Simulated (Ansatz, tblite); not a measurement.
# Si32H38 off sphere (Si₃₂H₃₈): removing and adding an electron

Aim: the energy of removing and adding an electron for Si32H38 off sphere (Si₃₂H₃₈), by energy differences, and how well orbital energies stand in for it.

Computed with Ansatz 0.2.0, Gaussian basis. Level: as each input shows.

The runs, in order: charge +1 doublet, at the geometry of the singlet (PBE0-D4/def2-TZVP, PBE-D4/def2-TZVP, B3LYP-D4/def2-TZVP); charge -1 doublet, at the geometry of the singlet (PBE0-D4/def2-TZVP, PBE-D4/def2-TZVP, B3LYP-D4/def2-TZVP); the starting singlet's energies come from earlier runs.

1 further run of the same task is left out (set aside as unsound or not needed).

### 1 The geometry

The geometry is that of the singlet, from an earlier relaxation (PBE-D4/def2-SVP).

70 atoms, charge 0, spin multiplicity 1.

Atoms are counted from 1 here; the program's logs count them from 0.

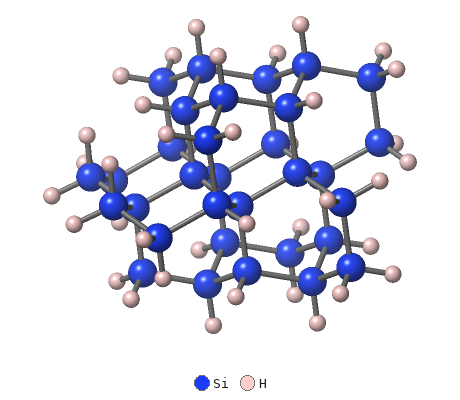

The geometry (silicon blue, hydrogen pink).

### 2 Charge +1 doublet at the fixed geometry, PBE0-D4/def2-TZVP

The input, in.yaml:

```yaml
crystal:
  periodic: [false, false, false]
  atoms:
    - {symbol: Si, position_ang: [-1.314657, -4.859597, -0.524300]}
    - {symbol: Si, position_ang: [-3.211305, -3.760030, 0.330007]}
    - {symbol: Si, position_ang: [-3.275964, -1.572396, -2.840172]}
    - {symbol: Si, position_ang: [-3.252296, -1.552425, -0.475755]}
    - {symbol: Si, position_ang: [-5.151111, -0.424885, 0.327738]}
    - {symbol: Si, position_ang: [-5.154605, 1.769768, -0.520122]}
    - {symbol: Si, position_ang: [0.598344, -3.755888, 0.284059]}
    - {symbol: Si, position_ang: [0.585770, -3.792071, 2.650717]}
    - {symbol: Si, position_ang: [0.562326, -1.558241, -2.860758]}
    - {symbol: Si, position_ang: [-1.365033, -0.470596, -3.658796]}
    - {symbol: Si, position_ang: [0.567800, -1.540492, -0.498005]}
    - {symbol: Si, position_ang: [-1.339375, -0.443588, 0.317057]}
    - {symbol: Si, position_ang: [0.551583, -1.588983, 3.477642]}
    - {symbol: Si, position_ang: [-1.355374, -0.465619, 2.679989]}
    - {symbol: Si, position_ang: [-1.349722, 1.745313, -2.866542]}
    - {symbol: Si, position_ang: [-1.335365, 1.757673, -0.502417]}
    - {symbol: Si, position_ang: [-3.244541, 2.873226, 0.296105]}
    - {symbol: Si, position_ang: [-1.366798, 1.746005, 3.480920]}
    - {symbol: Si, position_ang: [-3.272094, 2.861207, 2.664277]}
    - {symbol: Si, position_ang: [4.402605, -1.572294, -2.819170]}
    - {symbol: Si, position_ang: [2.493694, -0.475249, -3.654255]}
    - {symbol: Si, position_ang: [4.377258, -1.545759, -0.451237]}
    - {symbol: Si, position_ang: [2.462171, -0.433495, 0.330130]}
    - {symbol: Si, position_ang: [2.458940, -0.454533, 2.694458]}
    - {symbol: Si, position_ang: [2.475537, 1.743679, -2.871573]}
    - {symbol: Si, position_ang: [0.562331, 2.858699, -3.671232]}
    - {symbol: Si, position_ang: [2.477548, 1.759325, -0.506781]}
    - {symbol: Si, position_ang: [0.572263, 2.855700, 0.319528]}
    - {symbol: Si, position_ang: [2.492869, 1.757668, 3.490376]}
    - {symbol: Si, position_ang: [0.562748, 2.838455, 2.687487]}
    - {symbol: Si, position_ang: [4.405713, 2.833488, 0.296083]}
    - {symbol: Si, position_ang: [4.415409, 2.840409, 2.665755]}
    - {symbol: H, position_ang: [-1.299756, -6.310272, -0.107202]}
    - {symbol: H, position_ang: [-1.349125, -4.800998, -2.031526]}
    - {symbol: H, position_ang: [-4.476868, -4.473196, -0.079362]}
    - {symbol: H, position_ang: [-3.148624, -3.741128, 1.837419]}
    - {symbol: H, position_ang: [-3.299488, -2.998817, -3.333526]}
    - {symbol: H, position_ang: [-4.524141, -0.887390, -3.341714]}
    - {symbol: H, position_ang: [-6.398754, -1.165728, -0.087344]}
    - {symbol: H, position_ang: [-5.106366, -0.386337, 1.835334]}
    - {symbol: H, position_ang: [-5.112027, 1.714074, -2.027341]}
    - {symbol: H, position_ang: [-6.406398, 2.506003, -0.108479]}
    - {symbol: H, position_ang: [1.850027, -4.429199, -0.229047]}
    - {symbol: H, position_ang: [-0.625990, -4.546254, 3.142382]}
    - {symbol: H, position_ang: [1.816048, -4.507742, 3.151765]}
    - {symbol: H, position_ang: [0.561611, -2.995022, -3.330704]}
    - {symbol: H, position_ang: [-1.351802, -0.465877, -5.170241]}
    - {symbol: H, position_ang: [0.540662, -1.577923, 4.988787]}
    - {symbol: H, position_ang: [-2.598436, -1.181410, 3.155788]}
    - {symbol: H, position_ang: [-2.597534, 2.450738, -3.346377]}
    - {symbol: H, position_ang: [-3.208948, 4.300628, -0.198690]}
    - {symbol: H, position_ang: [-1.353893, 1.732912, 4.991897]}
    - {symbol: H, position_ang: [-4.521341, 2.172076, 3.157280]}
    - {symbol: H, position_ang: [-3.292838, 4.282043, 3.172049]}
    - {symbol: H, position_ang: [4.422779, -2.998071, -3.312448]}
    - {symbol: H, position_ang: [5.646043, -0.882859, -3.324459]}
    - {symbol: H, position_ang: [2.489782, -0.480599, -5.165430]}
    - {symbol: H, position_ang: [4.382827, -2.957465, 0.080843]}
    - {symbol: H, position_ang: [5.608606, -0.848344, 0.072049]}
    - {symbol: H, position_ang: [3.700507, -1.180546, 3.161252]}
    - {symbol: H, position_ang: [3.722789, 2.448459, -3.354587]}
    - {symbol: H, position_ang: [0.558331, 2.858843, -5.180361]}
    - {symbol: H, position_ang: [0.564390, 4.290594, -3.194743]}
    - {symbol: H, position_ang: [0.565924, 4.289269, -0.159144]}
    - {symbol: H, position_ang: [2.479628, 1.755865, 5.001118]}
    - {symbol: H, position_ang: [0.553366, 4.272160, 3.165902]}
    - {symbol: H, position_ang: [5.629483, 2.118896, -0.222019]}
    - {symbol: H, position_ang: [4.441632, 4.251031, -0.219382]}
    - {symbol: H, position_ang: [5.648782, 2.133848, 3.172144]}
    - {symbol: H, position_ang: [4.452408, 4.263282, 3.166912]}
basis:
  gaussian: {orbitals: def2-TZVP, fitting: {mean_field: def2-universal-jkfit}}
total_charge: 1
magnetization: {spin_polarized: true, initial_magnetization: 1}
hamiltonian: {xc: pbe0, dispersion: d4}
scf: {omitted_lower_state_checks: [starts]}
output: {orbitals: {seedname: orbitals}}
```

Run with:

```console
> ansatz run in.yaml --threads 11 --pin off --events-out ev --progress --plain --max-ram 110592MiB --backend cuda --devices 0, --max-vram 75GiB
```

Standard output:

```text
Functional definition: PBE0
  name "PBE0"
  cite "Adamo & Barone, J. Chem. Phys. 110, 6158 (1999) doi:10.1063/1.478522"
  cite "Perdew, Burke & Ernzerhof, Phys. Rev. Lett. 77, 3865 (1996) doi:10.1103/PhysRevLett.77.3865"
  parent pbe
  parameter a = 0.25
  parameter kappa = 0.804
  parameter beta = 0.06672455060314922
  exchange = (1 - a)*pbe_x(kappa = kappa, mu = beta*pi^2/3) + a*exact_x
  correlation = pbe_c(beta = beta)
these checks for a lower state are left out or cut short: starts
4780 factors; integrals over basis functions are off by at most 5.8e-1 eV
mean field evaluation 1: about -252604.9792 eV, gradient 2.4e1 eV
mean field evaluation 2: about -252597.9521 eV, gradient 4.2e1 eV
mean field evaluation 4: about -252609.3316 eV, gradient 4.4e0 eV
mean field evaluation 8: about -252609.4337 eV, gradient 8.5e-1 eV
mean field evaluation 16: about -252609.4394 eV, gradient 6.7e-3 eV
mean field evaluation 32: about -252609.4395 eV, gradient 4.5e-5 eV
mean field -252609.43945536 eV, -9283.2256751565 hartree, gradient 9.6e-6 eV, S^2 0.753690; 0 other end points of the search recorded, 0 dependent functions left out
reference -252609.43956137 eV, -9283.2256790526 hartree; 243, 242 occupied and 1169, 1170 virtual orbitals, 4780 factors
Total energy: -252614.92179054 eV, -9283.4271472586 hartree
Checks for a lower state left out: starts
```

Run time: 35 s. Hardware: 1 × H100 with 11 threads of AMD EPYC 7R13, shared host; peak host memory 2.7 GiB.

HOMO -9.35 eV, LUMO -8.35 eV (over both spins); ⟨S²⟩ 0.754 (pure: 0.75).

### 3 Charge +1 doublet at the fixed geometry, PBE-D4/def2-TZVP

start.molden holds the orbitals of an earlier run on this state, given as this run's starting guess.

Edit in.yaml of step 2 so:

```diff
@@ -74,6 +74,6 @@
 basis:
-  gaussian: {orbitals: def2-TZVP, fitting: {mean_field: def2-universal-jkfit}}
+  gaussian: {orbitals: def2-TZVP, fitting: {mean_field: def2-universal-jkfit}, initial_orbitals: start.molden}
 total_charge: 1
 magnetization: {spin_polarized: true, initial_magnetization: 1}
-hamiltonian: {xc: pbe0, dispersion: d4}
+hamiltonian: {xc: pbe, dispersion: d4}
 scf: {omitted_lower_state_checks: [starts]}
```

Launched as before.

Standard output:

```text
Functional definition: PBE
  name "PBE"
  cite "Perdew, Burke & Ernzerhof, Phys. Rev. Lett. 77, 3865 (1996) doi:10.1103/PhysRevLett.77.3865"
  parent pbe
  parameter kappa = 0.804
  parameter beta = 0.06672455060314922
  exchange = pbe_x(kappa = kappa, mu = beta*pi^2/3)
  correlation = pbe_c(beta = beta)
these checks for a lower state are left out or cut short: starts
4780 factors; integrals over basis functions are off by at most 5.8e-1 eV
mean field evaluation 1: about -252583.7265 eV, gradient 2.4e1 eV
mean field evaluation 2: about -252584.6533 eV, gradient 1.2e0 eV
mean field evaluation 4: about -252584.6446 eV, gradient 1.4e-1 eV
mean field evaluation 8: about -252584.6448 eV, gradient 2.4e-5 eV
mean field evaluation 16: about -252584.6448 eV, gradient 2.1e-6 eV
mean field -252584.64484500 eV, -9282.3144900322 hartree, gradient 2.1e-6 eV, S^2 0.750873; 0 other end points of the search recorded, 0 dependent functions left out
reference -252584.64498352 eV, -9282.3144951230 hartree; 243, 242 occupied and 1169, 1170 virtual orbitals, 4780 factors
Total energy: -252590.60972963 eV, -9282.5336954994 hartree
Checks for a lower state left out: starts
```

It took 16 s on 1 × H100 with 11 threads of AMD EPYC 7R13, shared host; peak host memory 2.5 GiB.

From the report: HOMO -8.45 eV, LUMO -8.33 eV (over both spins); ⟨S²⟩ 0.751 (pure: 0.75).

### 4 Charge +1 doublet at the fixed geometry, B3LYP-D4/def2-TZVP

Edit in.yaml of step 3 so:

```diff
@@ -77,3 +77,3 @@
 magnetization: {spin_polarized: true, initial_magnetization: 1}
-hamiltonian: {xc: pbe, dispersion: d4}
+hamiltonian: {xc: {name: B3LYP}, dispersion: d4}
 scf: {omitted_lower_state_checks: [starts]}
```

Launched as before.

Standard output, shortened:

```text
Functional definition: B3LYP
  name "B3LYP"
  cite "Stephens, Devlin, Chabalowski & Frisch, J. Phys. Chem. 98, 11623 (1994) doi:10.1021/j100096a001"
  cite "Becke, Phys. Rev. A 38, 3098 (1988) doi:10.1103/PhysRevA.38.3098"
  cite "Lee, Yang & Parr, Phys. Rev. B 37, 785 (1988) doi:10.1103/PhysRevB.37.785"
  cite "Vosko, Wilk & Nusair, Can. J. Phys. 58, 1200 (1980) doi:10.1139/p80-159"
[...]
4780 factors; integrals over basis functions are off by at most 5.8e-1 eV
[...]
mean field -252727.85178196 eV, -9287.5772478966 hartree, gradient 9.3e-6 eV, S^2 0.752574; 0 other end points of the search recorded, 0 dependent functions left out
reference -252727.85260238 eV, -9287.5772780464 hartree; 243, 242 occupied and 1169, 1170 virtual orbitals, 4780 factors
Total energy: -252737.50183100 eV, -9287.9318806577 hartree
Checks for a lower state left out: starts
```

Wall time 30 s (1 × H100 with 11 threads of AMD EPYC 7R13, shared host); peak host memory 2.6 GiB.

Report: HOMO -9.21 eV, LUMO -8.39 eV (over both spins); ⟨S²⟩ 0.753 (pure: 0.75).

### 5 Vertical ionisation energy

Charged state less starting state, singlet to doublet; the starting state's energies are those of its earlier runs.

```csv
level,vertical ionisation energy (eV),time
PBE-D4/def2-TZVP,+7.14,24 s
B3LYP-D4/def2-TZVP,+7.58,44 s
PBE0-D4/def2-TZVP,+7.57,50 s
```

Times add the two runs; a level without a time comes out of a correlated run.

Beside −ε(HOMO) of the starting state:

```csv
level,−ε(HOMO) (eV),by difference (eV),mismatch (eV)
PBE-D4/def2-TZVP,5.78,7.14,-1.36
B3LYP-D4/def2-TZVP,6.51,7.58,-1.06
PBE0-D4/def2-TZVP,6.65,7.57,-0.92
```

### 6 Charge -1 doublet at the fixed geometry, PBE0-D4/def2-TZVP

Edit in.yaml of step 4 so:

```diff
@@ -74,6 +74,6 @@
 basis:
-  gaussian: {orbitals: def2-TZVP, fitting: {mean_field: def2-universal-jkfit}, initial_orbitals: start.molden}
-total_charge: 1
+  gaussian: {orbitals: def2-TZVP, fitting: {mean_field: def2-universal-jkfit}}
+total_charge: -1
 magnetization: {spin_polarized: true, initial_magnetization: 1}
-hamiltonian: {xc: {name: B3LYP}, dispersion: d4}
+hamiltonian: {xc: pbe0, dispersion: d4}
 scf: {omitted_lower_state_checks: [starts]}
```

Launched as before.

Standard output, shortened:

```text
Functional definition: PBE0
  name "PBE0"
  cite "Adamo & Barone, J. Chem. Phys. 110, 6158 (1999) doi:10.1063/1.478522"
  cite "Perdew, Burke & Ernzerhof, Phys. Rev. Lett. 77, 3865 (1996) doi:10.1103/PhysRevLett.77.3865"
  parent pbe
[...]
4780 factors; integrals over basis functions are off by at most 5.8e-1 eV
[...]
mean field -252618.03383613 eV, -9283.5415128243 hartree, gradient 6.1e-6 eV, S^2 0.752146; 0 other end points of the search recorded, 0 dependent functions left out
reference -252618.03393480 eV, -9283.5415164504 hartree; 244, 243 occupied and 1168, 1169 virtual orbitals, 4780 factors
Total energy: -252623.66994474 eV, -9283.7486359955 hartree
Checks for a lower state left out: starts
```

It took 51 s on 1 × H100 with 11 threads of AMD EPYC 7R13, shared host; peak host memory 2.7 GiB.

HOMO -0.30 eV, LUMO 0.63 eV (over both spins); ⟨S²⟩ 0.752 (pure: 0.75).

### 7 Charge -1 doublet at the fixed geometry, PBE-D4/def2-TZVP

Edit in.yaml of step 6 so:

```diff
@@ -74,6 +74,6 @@
 basis:
-  gaussian: {orbitals: def2-TZVP, fitting: {mean_field: def2-universal-jkfit}}
+  gaussian: {orbitals: def2-TZVP, fitting: {mean_field: def2-universal-jkfit}, initial_orbitals: start.molden}
 total_charge: -1
 magnetization: {spin_polarized: true, initial_magnetization: 1}
-hamiltonian: {xc: pbe0, dispersion: d4}
+hamiltonian: {xc: pbe, dispersion: d4}
 scf: {omitted_lower_state_checks: [starts]}
```

The command is unchanged.

Standard output:

```text
Functional definition: PBE
  name "PBE"
  cite "Perdew, Burke & Ernzerhof, Phys. Rev. Lett. 77, 3865 (1996) doi:10.1103/PhysRevLett.77.3865"
  parent pbe
  parameter kappa = 0.804
  parameter beta = 0.06672455060314922
  exchange = pbe_x(kappa = kappa, mu = beta*pi^2/3)
  correlation = pbe_c(beta = beta)
these checks for a lower state are left out or cut short: starts
4780 factors; integrals over basis functions are off by at most 5.8e-1 eV
mean field evaluation 1: about -252592.1201 eV, gradient 2.4e1 eV
mean field evaluation 2: about -252593.0533 eV, gradient 1.2e0 eV
mean field evaluation 4: about -252593.0459 eV, gradient 1.4e-1 eV
mean field evaluation 8: about -252593.0470 eV, gradient 3.6e-4 eV
mean field evaluation 16: about -252593.0470 eV, gradient 5.7e-6 eV
mean field -252593.04700080 eV, -9282.6232635626 hartree, gradient 5.7e-6 eV, S^2 0.751104; 0 other end points of the search recorded, 0 dependent functions left out
reference -252593.04713091 eV, -9282.6232683444 hartree; 244, 243 occupied and 1168, 1169 virtual orbitals, 4780 factors
Total energy: -252599.18086106 eV, -9282.8486787696 hartree
Checks for a lower state left out: starts
```

Wall time 23 s (1 × H100 with 11 threads of AMD EPYC 7R13, shared host); peak host memory 2.6 GiB.

Report: HOMO -0.14 eV, LUMO -0.05 eV (over both spins); ⟨S²⟩ 0.751 (pure: 0.75).

### 8 Charge -1 doublet at the fixed geometry, B3LYP-D4/def2-TZVP

Edit in.yaml of step 7 so:

```diff
@@ -77,3 +77,3 @@
 magnetization: {spin_polarized: true, initial_magnetization: 1}
-hamiltonian: {xc: pbe, dispersion: d4}
+hamiltonian: {xc: {name: B3LYP}, dispersion: d4}
 scf: {omitted_lower_state_checks: [starts]}
```

The command is unchanged.

Standard output, shortened:

```text
Functional definition: B3LYP
  name "B3LYP"
  cite "Stephens, Devlin, Chabalowski & Frisch, J. Phys. Chem. 98, 11623 (1994) doi:10.1021/j100096a001"
  cite "Becke, Phys. Rev. A 38, 3098 (1988) doi:10.1103/PhysRevA.38.3098"
  cite "Lee, Yang & Parr, Phys. Rev. B 37, 785 (1988) doi:10.1103/PhysRevB.37.785"
  cite "Vosko, Wilk & Nusair, Can. J. Phys. 58, 1200 (1980) doi:10.1139/p80-159"
[...]
4780 factors; integrals over basis functions are off by at most 5.8e-1 eV
[...]
mean field -252736.33826757 eV, -9287.8891204901 hartree, gradient 5.0e-6 eV, S^2 0.751230; 0 other end points of the search recorded, 0 dependent functions left out
reference -252736.33906522 eV, -9287.8891498033 hartree; 244, 243 occupied and 1168, 1169 virtual orbitals, 4780 factors
Total energy: -252746.24520808 eV, -9288.2531938390 hartree
Checks for a lower state left out: starts
```

It took 46 s on 1 × H100 with 11 threads of AMD EPYC 7R13, shared host; peak host memory 2.6 GiB.

From the report: HOMO -0.13 eV, LUMO 0.58 eV (over both spins); ⟨S²⟩ 0.751 (pure: 0.75).

### 9 Vertical electron affinity

Starting state less charged state (positive: the electron is bound), singlet to doublet; the starting state's energies are those of its earlier runs.

| level | vertical electron affinity (eV) | time |
| --- | --- | --- |
| PBE-D4/def2-TZVP | +1.43 | 31 s |
| B3LYP-D4/def2-TZVP | +1.17 | 61 s |
| PBE0-D4/def2-TZVP | +1.17 | 66 s |

Times add the two runs; a level without a time comes out of a correlated run.

Beside −ε(LUMO) of the starting state:

```
             level  −ε(LUMO) (eV)  by difference (eV)  mismatch (eV)
  PBE-D4/def2-TZVP           2.56                1.43          +1.13
B3LYP-D4/def2-TZVP           1.94                1.17          +0.77
 PBE0-D4/def2-TZVP           1.89                1.17          +0.72
```

### 10 What came out

```
                                            quantity                                value
vertical ionisation energy, functionals in def2-TZVP  7.14 (PBE-D4) to 7.58 eV (B3LYP-D4)
vertical electron affinity, functionals in def2-TZVP  1.17 (B3LYP-D4) to 1.43 eV (PBE-D4)
```

In words: The vertical ionisation energy spans 7.14 to 7.58 eV over the functionals. −ε(HOMO) misses the level's own difference by -0.92 eV at best (PBE0-D4) and -1.36 eV at worst (PBE-D4). The vertical electron affinity spans 1.17 to 1.43 eV over the functionals. −ε(LUMO) misses the level's own difference by +0.72 eV at best (PBE0-D4) and +1.13 eV at worst (PBE-D4).
